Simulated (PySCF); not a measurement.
# C₁₁H₁₅NSi: NMR shifts at several levels of theory

How much do the NMR shifts of C₁₁H₁₅NSi (`C[Si](C)(C)C#Cc1ccc(N)cc1`) depend on the level of theory, and what does each level cost?

Computed with PySCF 2.14.0, with density-fitted response routines of our own, on a single molecule in the gas phase. Atoms are numbered from 0 throughout.

## Step 1: The starting structure

28 atoms, charge 0, multiplicity 1; geometry from: GFN2-xTB.

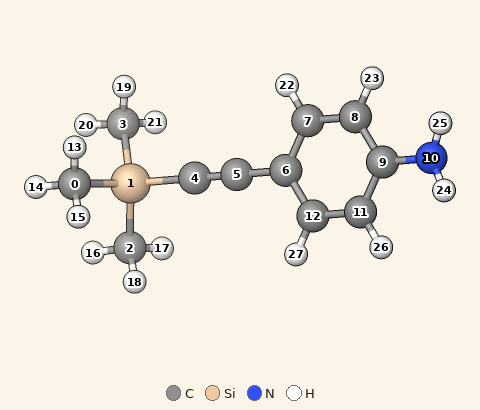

The starting geometry (carbon grey, silicon light orange, nitrogen blue, hydrogen white), atoms numbered; sticks join atoms by distance.

## Step 2: Optimising the geometry at PBE0-D3(BJ)/def2-SVP

Job settings and geometry (Å):

```
{"job": {"xc": "PBE0", "basis": "def2-SVP", "d3": "d3bj", "grid": 1, "kind": "geom"}, "charge": 0, "multiplicity": 1}
C     -3.743100    -1.096690     1.748880
Si    -3.243750    -0.281970     0.097680
C     -3.809650    -1.362720    -1.363020
C     -4.010390     1.464280    -0.029970
C     -1.399290    -0.123250     0.040630
C     -0.194110    -0.017050     0.000590
C      1.212250     0.105890    -0.041460
C      1.842030     1.250610     0.451300
C      3.214040     1.363240     0.417220
C      3.999630     0.343300    -0.109290
N      5.366720     0.490240    -0.204680
C      3.368130    -0.806800    -0.606040
C      1.996220    -0.920850    -0.572630
H     -3.412770    -0.496870     2.597440
H     -4.820530    -1.214360     1.824950
H     -3.300500    -2.077890     1.851910
H     -4.889130    -1.485020    -1.374610
H     -3.517610    -0.924520    -2.312640
H     -3.367000    -2.352880    -1.309770
H     -3.683040     2.097850     0.788940
H     -5.095790     1.425260    -0.002290
H     -3.721860     1.951890    -0.956290
H      1.241650     2.048090     0.864160
H      3.695430     2.251550     0.802020
H      5.902040    -0.364190    -0.332700
H      5.793250     1.167790     0.389690
H      3.969340    -1.605930    -1.016950
H      1.515580    -1.809530    -0.954870
```

Log:

```text
step   0  E = -771.33270419  max force = 0.033790
step   1  E = -771.33668219  max force = 0.003957
step   2  E = -771.33665337  max force = 0.003725
step   3  E = -771.33690306  max force = 0.000951
step   4  E = -771.33688601  max force = 0.001665
step   5  E = -771.33690647  max force = 0.000564
step   6  E = -771.33691011  max force = 0.000216
optimisation converged
```

Run time: 3.2 min. Hardware: 8 threads of Intel Xeon Platinum 8259CL at 2.50GHz (Skylake/Cascade Lake), shared host.

Step by step:

```tsv
step	energy from step 0 (eV)	largest force component (eV/Å)
0	0.0000	1.7376
1	-0.1082	0.2035
2	-0.1075	0.1915
3	-0.1143	0.0489
4	-0.1138	0.0856
5	-0.1143	0.0290
6	-0.1144	0.0111
```

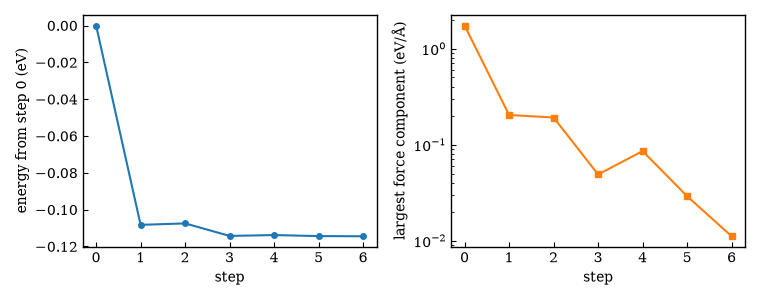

Energy and force, step by step.

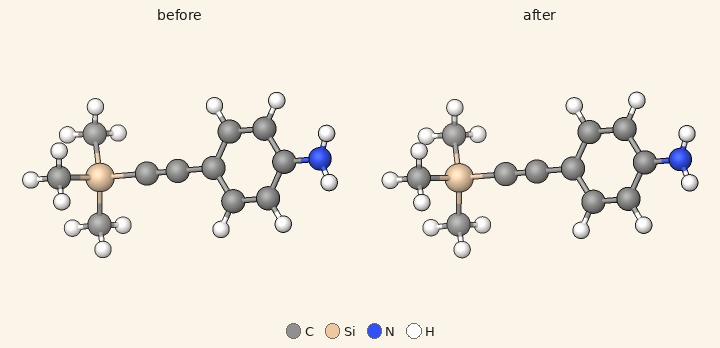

The geometry before (left) and after (right).

Close pairs (by a distance rule), those that changed most:

```tsv
bond	before (Å)	after (Å)	change (Å)
Si1–C3	1.911	1.880	-0.031
C0–Si1	1.908	1.880	-0.027
Si1–C2	1.903	1.880	-0.023
C0–H15	1.081	1.101	+0.020
C8–C9	1.391	1.407	+0.016
C0–H14	1.087	1.102	+0.015
C2–H16	1.086	1.102	+0.015
C3–H20	1.086	1.102	+0.015
```

The end geometry stands in the next job.

```tsv
at the end point	value
point group (found at 0.08 Å tolerance)	Cs
rotational constants (GHz, main isotopes)	2.009, 0.232, 0.222
dipole moment (D)	3.13
```

## Step 3: Shielding tensors: PBE0/pcSseg-1

Job settings and geometry (Å):

```
{"job": {"kind": "nmr", "xc": "PBE0", "basis": "pcSseg-1", "pop": false}, "charge": 0, "multiplicity": 1}
C     -3.755253    -1.083149     1.731618
Si    -3.264695    -0.282082     0.102540
C     -3.824431    -1.351274    -1.339001
C     -4.015915     1.436534    -0.025287
C     -1.433340    -0.126447     0.041727
C     -0.214652    -0.020426     0.000959
C      1.203217     0.102942    -0.043567
C      1.848474     1.251483     0.449620
C      3.228182     1.372194     0.411345
C      4.028624     0.345793    -0.123765
N      5.394081     0.481906    -0.201600
C      3.386215    -0.804497    -0.618842
C      2.006323    -0.920882    -0.578398
H     -3.418515    -0.473611     2.584316
H     -4.849504    -1.194336     1.799152
H     -3.301643    -2.081490     1.829258
H     -4.920252    -1.466485    -1.337841
H     -3.526758    -0.901919    -2.298885
H     -3.374255    -2.354258    -1.280003
H     -3.678479     2.073819     0.806617
H     -5.116142     1.385513     0.006198
H     -3.721126     1.924222    -0.967180
H      1.245489     2.058501     0.870657
H      3.704006     2.276931     0.799308
H      5.937503    -0.361406    -0.324025
H      5.826584     1.168366     0.401095
H      3.986849    -1.614159    -1.042126
H      1.527203    -1.822315    -0.965690
```

With the program's defaults for keys left out, this is: GIAO PBE0/pcSseg-1 NMR shielding, non-relativistic, gas phase.

Log:

```text
coarse grid: 23936 points
cycle   1  E = -771.4831788666  dE =  1.727e+00  |g| = 6.591e-01  |ddm| = 5.167e+00
cycle   2  E = -771.4693247239  dE =  1.385e-02  |g| = 7.049e-01  |ddm| = 1.444e+00
cycle   3  E = -771.5913721546  dE = -1.220e-01  |g| = 1.776e-01  |ddm| = 7.202e-01
cycle   4  E = -771.5988530369  dE = -7.481e-03  |g| = 5.629e-02  |ddm| = 1.774e-01
cycle   5  E = -771.5994856025  dE = -6.326e-04  |g| = 2.496e-02  |ddm| = 5.894e-02
cycle   6  E = -771.5996410654  dE = -1.555e-04  |g| = 5.394e-03  |ddm| = 2.951e-02
cycle   7  E = -771.5996493900  dE = -8.325e-06  |g| = 1.450e-03  |ddm| = 8.570e-03
final grid: 226792 points
cycle   8  E = -771.6737707929  dE = -4.860e-05  |g| = 1.050e-02  |ddm| = 9.957e-02
cycle   9  E = -771.6737619231  dE =  8.870e-06  |g| = 1.218e-02  |ddm| = 2.055e-02
cycle  10  E = -771.6737977818  dE = -3.586e-05  |g| = 1.777e-03  |ddm| = 1.173e-02
cycle  11  E = -771.6737986905  dE = -9.087e-07  |g| = 4.022e-04  |ddm| = 2.581e-03
cycle  12  E = -771.6737987256  dE = -3.509e-08  |g| = 1.679e-04  |ddm| = 4.404e-04
cycle  13  E = -771.6737987315  dE = -5.916e-09  |g| = 7.956e-05  |ddm| = 2.190e-04
cycle  14  E = -771.6737987330  dE = -1.485e-09  |g| = 2.401e-05  |ddm| = 9.062e-05
cycle  15  E = -771.6737987331  dE = -1.430e-10  |g| = 4.219e-06  |ddm| = 2.541e-05
converged SCF energy = -771.6737987331

GIAO shielding tensors (ppm)
atom      isotropic    diamagn.    paramagn.     s11        s22        s33       span
  0 C      183.487     255.717     -72.230    179.512    182.091    188.858      9.346
  1 Si     373.322     886.288    -512.967    350.800    383.562    385.604     34.804
  2 C      183.782     255.685     -71.903    179.667    182.617    189.062      9.395
  3 C      183.754     255.685     -71.931    179.663    182.543    189.057      9.394
  4 C       85.912     266.536    -180.624      6.779     25.698    225.259    218.480
  5 C       70.156     256.145    -185.989    -34.190    -21.932    266.591    300.782
  6 C       68.846     265.495    -196.649    -19.416     56.989    168.965    188.381
  7 C       43.331     251.983    -208.652    -63.746     30.064    163.675    227.421
  8 C       68.575     256.047    -187.472    -17.700     62.011    161.415    179.115
  9 C       33.331     260.069    -226.738    -55.604      1.866    153.730    209.334
 10 N      186.331     307.312    -120.981    150.804    161.230    246.960     96.156
 11 C       68.572     256.042    -187.470    -17.706     62.016    161.405    179.110
 12 C       43.396     251.954    -208.559    -63.581     30.033    163.735    227.317
 13 H       31.003      32.936      -1.933     26.995     28.692     37.321     10.326
 14 H       31.305      26.954       4.351     27.146     28.538     38.230     11.084
 15 H       31.001      32.937      -1.936     26.990     28.691     37.322     10.331
 16 H       31.301      26.941       4.360     27.040     28.626     38.237     11.198
 17 H       30.973      32.891      -1.918     27.089     28.585     37.244     10.154
 18 H       30.973      32.958      -1.985     26.939     28.594     37.385     10.446
 19 H       30.973      32.991      -2.018     26.941     28.597     37.382     10.440
 20 H       31.300      26.951       4.349     27.040     28.625     38.237     11.197
 21 H       30.972      32.902      -1.930     27.095     28.582     37.239     10.145
 22 H       23.894      34.762     -10.868     20.204     23.016     28.462      8.257
 23 H       24.825      32.644      -7.819     20.929     25.108     28.437      7.507
 24 H       28.070      27.576       0.494     21.213     26.988     36.008     14.796
 25 H       28.068      27.584       0.484     21.211     26.986     36.006     14.795
 26 H       24.824      32.628      -7.804     20.932     25.108     28.430      7.499
 27 H       23.897      34.745     -10.848     20.206     23.027     28.458      8.252
```

It took 83 s on 8 threads of Intel Xeon Platinum 8259CL at 2.50GHz (Skylake/Cascade Lake), shared host.

The references, computed at this level on geometries of the same kind, shield at (ppm): 1H TMS 31.27, 13C TMS 184.4, 29Si TMS 352.0, 15N NH3 265.7. Their shielding less the atom's gives the shift. The references are single molecules in the gas phase, so shifts against H2O, NH3, PH3, H3PO4 or CFCl3 are not on the usual liquid scales and can be off by tens of ppm. Atoms listed in one row are averaged.

```tsv
atoms	environment	σ (ppm)	δ (ppm)	δ scaled to CDCl3
C9	aromatic carbon bearing nitrogen	33.3	151.1	146.2
C7, C12	aromatic CH	43.4	141.0	136.5
C8, C11	aromatic CH	68.6	115.8	112.0
C6	substituted aromatic carbon	68.8	115.6	111.7
C5	alkyne carbon	70.2	114.3	110.4
C4	alkyne carbon	85.9	98.5	95.1
C0, C2, C3	methyl carbon bonded to Si	183.7	0.7	0.2
H22, H27	hydrogen on an aromatic CH	23.90	7.37	7.20
H23, H26	hydrogen on an aromatic CH	24.82	6.44	6.32
H24, H25	hydrogen on an aniline-type nitrogen	28.07	3.20	–
H13, H14, H15, H16, H17 and 4 more	hydrogen on a methyl carbon bonded to Si	31.09	0.18	0.38
Si1	silicon bonded to 4 C	373.3	-21.3	–
N10	aniline-type nitrogen	186.3	79.3	–
```

The scaled column applies a straight-line fit of computed shieldings to shifts measured in CDCl3 (root-mean-square error 0.21 ppm for H, 2.0 ppm for C).

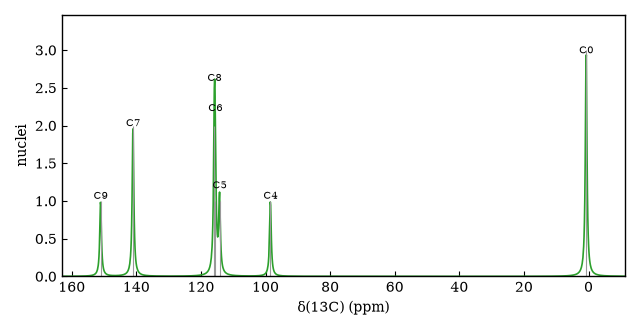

13C lines at the computed shifts, without couplings. Lines are broadened to a width of 0.60 ppm (Lorentzian).

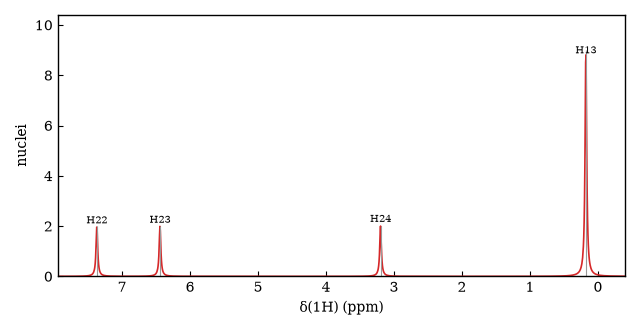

1H lines at the computed shifts, without couplings. Lines are broadened to a width of 0.03 ppm (Lorentzian).

Ring of atoms C6, C7, C8, C9, C11, C12: NICS(0) -8.3, NICS(1) -9.9, NICS(1)zz -22.7 ppm (means of both faces).

## Step 4: Nuclear shieldings: PBE/pcSseg-1

Same as in step 3 but for these lines:

```diff
@@ -1,2 +1,2 @@
-{"job": {"kind": "nmr", "xc": "PBE0", "basis": "pcSseg-1", "pop": false}, "charge": 0, "multiplicity": 1}
+{"job": {"kind": "nmr", "xc": "PBE", "basis": "pcSseg-1", "pop": false}, "charge": 0, "multiplicity": 1}
 C     -3.755253    -1.083149     1.731618
```

Method: GIAO PBE/pcSseg-1 NMR shielding, non-relativistic, gas phase.

Log:

```text
coarse grid: 23936 points
cycle   1  E = -771.2594349536  dE =  1.371e+00  |g| = 9.467e-01  |ddm| = 5.310e+00
cycle   2  E = -770.9817480425  dE =  2.777e-01  |g| = 1.358e+00  |ddm| = 2.411e+00
cycle   3  E = -771.4647636401  dE = -4.830e-01  |g| = 3.535e-01  |ddm| = 1.606e+00
cycle   4  E = -771.4977974176  dE = -3.303e-02  |g| = 8.659e-02  |ddm| = 3.389e-01
cycle   5  E = -771.4988891213  dE = -1.092e-03  |g| = 5.460e-02  |ddm| = 1.139e-01
cycle   6  E = -771.4995878205  dE = -6.987e-04  |g| = 1.873e-02  |ddm| = 7.053e-02
cycle   7  E = -771.4996895495  dE = -1.017e-04  |g| = 4.670e-03  |ddm| = 2.933e-02
cycle   8  E = -771.4996963129  dE = -6.763e-06  |g| = 6.258e-04  |ddm| = 7.795e-03
final grid: 226792 points
cycle   9  E = -771.6016869069  dE = -4.814e-05  |g| = 1.733e-02  |ddm| = 1.293e-01
cycle  10  E = -771.6016008529  dE =  8.605e-05  |g| = 2.534e-02  |ddm| = 4.427e-02
cycle  11  E = -771.6017593958  dE = -1.585e-04  |g| = 4.478e-03  |ddm| = 2.650e-02
cycle  12  E = -771.6017643453  dE = -4.949e-06  |g| = 1.562e-03  |ddm| = 5.332e-03
cycle  13  E = -771.6017649089  dE = -5.637e-07  |g| = 4.929e-04  |ddm| = 1.633e-03
cycle  14  E = -771.6017649713  dE = -6.242e-08  |g| = 1.669e-04  |ddm| = 6.824e-04
cycle  15  E = -771.6017649787  dE = -7.362e-09  |g| = 3.827e-05  |ddm| = 2.089e-04
cycle  16  E = -771.6017649790  dE = -2.792e-10  |g| = 2.225e-05  |ddm| = 6.061e-05
converged SCF energy = -771.6017649790

GIAO shielding tensors (ppm)
atom      isotropic    diamagn.    paramagn.     s11        s22        s33       span
  0 C      179.063     254.737     -75.674    174.705    177.067    185.416     10.711
  1 Si     358.285     887.929    -529.644    336.625    368.180    370.050     33.425
  2 C      179.344     254.709     -75.364    174.818    177.609    185.606     10.788
  3 C      179.313     254.705     -75.392    174.810    177.526    185.602     10.791
  4 C       82.550     265.500    -182.950      6.296     23.510    217.843    211.547
  5 C       65.224     255.001    -189.777    -36.477    -22.843    254.994    291.472
  6 C       66.402     265.654    -199.252    -15.183     52.115    162.273    177.456
  7 C       42.787     251.703    -208.917    -59.441     30.536    157.266    216.707
  8 C       66.075     255.187    -189.112    -16.763     60.205    154.784    171.547
  9 C       33.161     261.066    -227.905    -48.766      1.094    147.155    195.922
 10 N      177.862     305.105    -127.243    142.097    151.850    239.638     97.541
 11 C       66.073     255.180    -189.107    -16.768     60.212    154.774    171.542
 12 C       42.849     251.666    -208.817    -59.284     30.504    157.327    216.611
 13 H       30.946      32.879      -1.933     27.149     28.731     36.958      9.809
 14 H       31.233      27.106       4.127     27.289     28.599     37.810     10.522
 15 H       30.944      32.879      -1.935     27.144     28.730     36.958      9.814
 16 H       31.235      27.101       4.135     27.198     28.687     37.821     10.623
 17 H       30.916      32.840      -1.924     27.239     28.620     36.889      9.650
 18 H       30.915      32.908      -1.994     27.094     28.633     37.018      9.924
 19 H       30.915      32.940      -2.025     27.096     28.636     37.014      9.918
 20 H       31.235      27.110       4.124     27.198     28.686     37.820     10.622
 21 H       30.915      32.851      -1.935     27.245     28.617     36.885      9.640
 22 H       24.031      35.065     -11.034     20.614     23.024     28.456      7.842
 23 H       24.907      32.607      -7.699     21.367     24.920     28.436      7.069
 24 H       28.051      27.559       0.492     21.634     27.057     35.462     13.829
 25 H       28.049      27.568       0.481     21.632     27.055     35.461     13.829
 26 H       24.906      32.589      -7.683     21.369     24.921     28.429      7.060
 27 H       24.034      35.048     -11.013     20.616     23.035     28.452      7.836
```

Run time: 59 s. Hardware: 8 threads of Intel Xeon Platinum 8259CL at 2.50GHz (Skylake/Cascade Lake), shared host.

This run: δ C9 146.9, C7 137.2, C5 114.8, C8 114.0, H22 7.16, H23 6.29 ppm (means over like atoms).

## Step 5: Nuclear shieldings: wB97X-D/pcSseg-1

Same as in step 4 but for these lines:

```diff
@@ -1,2 +1,2 @@
-{"job": {"kind": "nmr", "xc": "PBE", "basis": "pcSseg-1", "pop": false}, "charge": 0, "multiplicity": 1}
+{"job": {"kind": "nmr", "xc": "wB97X-D", "basis": "pcSseg-1", "pop": false}, "charge": 0, "multiplicity": 1}
 C     -3.755253    -1.083149     1.731618
```

Level: GIAO wB97X-D/pcSseg-1 NMR shielding, non-relativistic, gas phase.

Log:

```text
coarse grid: 23936 points
cycle   1  E = -772.0428338228  dE =  2.181e+00  |g| = 5.085e-01  |ddm| = 5.117e+00
cycle   2  E = -772.0873654652  dE = -4.453e-02  |g| = 3.660e-01  |ddm| = 9.900e-01
cycle   3  E = -772.1165301206  dE = -2.916e-02  |g| = 1.018e-01  |ddm| = 3.403e-01
cycle   4  E = -772.1184274484  dE = -1.897e-03  |g| = 5.799e-02  |ddm| = 1.287e-01
cycle   5  E = -772.1192493669  dE = -8.219e-04  |g| = 9.850e-03  |ddm| = 5.618e-02
cycle   6  E = -772.1192730189  dE = -2.365e-05  |g| = 2.622e-03  |ddm| = 1.270e-02
cycle   7  E = -772.1192753864  dE = -2.368e-06  |g| = 8.673e-04  |ddm| = 4.472e-03
final grid: 226792 points
cycle   8  E = -772.2038140834  dE = -3.126e-04  |g| = 6.939e-03  |ddm| = 1.358e-01
cycle   9  E = -772.2038191928  dE = -5.109e-06  |g| = 5.829e-03  |ddm| = 1.310e-02
cycle  10  E = -772.2038260263  dE = -6.833e-06  |g| = 8.951e-04  |ddm| = 4.579e-03
cycle  11  E = -772.2038262042  dE = -1.780e-07  |g| = 5.770e-04  |ddm| = 1.704e-03
cycle  12  E = -772.2038262845  dE = -8.023e-08  |g| = 1.802e-04  |ddm| = 6.533e-04
cycle  13  E = -772.2038262935  dE = -9.011e-09  |g| = 6.493e-05  |ddm| = 2.271e-04
cycle  14  E = -772.2038262955  dE = -2.070e-09  |g| = 2.463e-05  |ddm| = 1.236e-04
cycle  15  E = -772.2038262959  dE = -3.893e-10  |g| = 7.673e-06  |ddm| = 5.951e-05
converged SCF energy = -772.2038262959

GIAO shielding tensors (ppm)
atom      isotropic    diamagn.    paramagn.     s11        s22        s33       span
  0 C      183.566     256.138     -72.572    179.768    182.477    188.453      8.685
  1 Si     373.281     886.282    -513.002    349.602    384.037    386.203     36.600
  2 C      183.841     256.104     -72.264    179.913    182.961    188.648      8.735
  3 C      183.816     256.109     -72.293    179.914    182.893    188.642      8.728
  4 C       87.650     267.277    -179.627      6.334     25.822    230.795    224.461
  5 C       71.252     258.897    -187.645    -35.261    -23.060    272.076    307.337
  6 C       67.929     265.549    -197.620    -25.340     59.278    169.848    195.187
  7 C       41.376     252.671    -211.295    -68.435     28.623    163.940    232.375
  8 C       68.234     256.895    -188.662    -19.439     62.245    161.896    181.334
  9 C       30.648     259.658    -229.010    -62.320      0.385    153.880    216.199
 10 N      190.050     307.427    -117.377    156.970    162.761    250.419     93.449
 11 C       68.230     256.893    -188.663    -19.445     62.251    161.886    181.331
 12 C       41.445     252.651    -211.206    -68.262     28.590    164.006    232.268
 13 H       31.119      33.352      -2.233     27.125     28.831     37.399     10.275
 14 H       31.419      26.791       4.627     27.282     28.647     38.327     11.045
 15 H       31.117      33.351      -2.235     27.120     28.830     37.401     10.281
 16 H       31.411      26.775       4.636     27.163     28.737     38.333     11.170
 17 H       31.090      33.303      -2.213     27.227     28.728     37.315     10.088
 18 H       31.090      33.365      -2.275     27.071     28.733     37.467     10.396
 19 H       31.091      33.404      -2.313     27.073     28.736     37.463     10.390
 20 H       31.410      26.785       4.626     27.163     28.735     38.333     11.170
 21 H       31.089      33.315      -2.226     27.233     28.724     37.311     10.079
 22 H       23.951      34.821     -10.870     20.301     22.972     28.581      8.280
 23 H       24.918      32.482      -7.563     20.985     25.209     28.560      7.575
 24 H       28.211      27.305       0.906     21.250     27.142     36.242     14.992
 25 H       28.210      27.311       0.899     21.249     27.140     36.241     14.991
 26 H       24.917      32.466      -7.549     20.988     25.209     28.554      7.566
 27 H       23.954      34.804     -10.849     20.302     22.984     28.577      8.275
```

Wall time 1.8 min (8 threads of Intel Xeon Platinum 8259CL at 2.50GHz (Skylake/Cascade Lake), shared host).

In short: δ C9 153.9, C7 143.1, C6 116.6, C8 116.3, H22 7.43, H23 6.46 ppm (means over like atoms).

(Part 1 of 2 ends here.)
